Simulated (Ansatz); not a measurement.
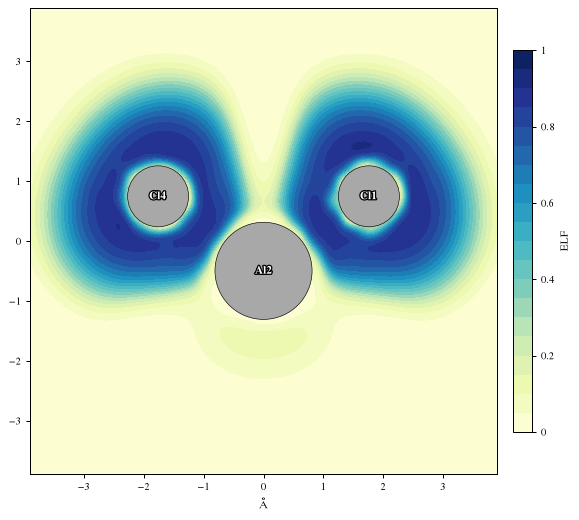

AlCl₄ (charge −1). ELF on the plane of atoms Cl1, Al2 and Cl4. Grey discs cover the atomic cores.

Geometry: PBE0-D4/def2-TZVPD.

These are results of RKS PBE0-D4/def2-TZVPPD in Ansatz 0.2.0, not measurements.

```xyz
5

Cl   -0.9941   -0.0962    1.9099
Al    0.0000    0.0000    0.0000
Cl    1.6754   -1.3558   -0.0069
Cl   -1.3814   -0.5571   -1.5578
Cl    0.7000    2.0090   -0.3452
```

Q: Describe what can be read from this map.

A: The section cuts through Cl and Al sites.
Al–Cl (2.16 Å): the ELF peaks at about 0.85 in the valence shell of Cl, 0.8 Å from its nucleus, and is about 0.85 at the midpoint.
The ELF also peaks beside Cl4 and Cl1, away from the bonds: lone-pair regions.
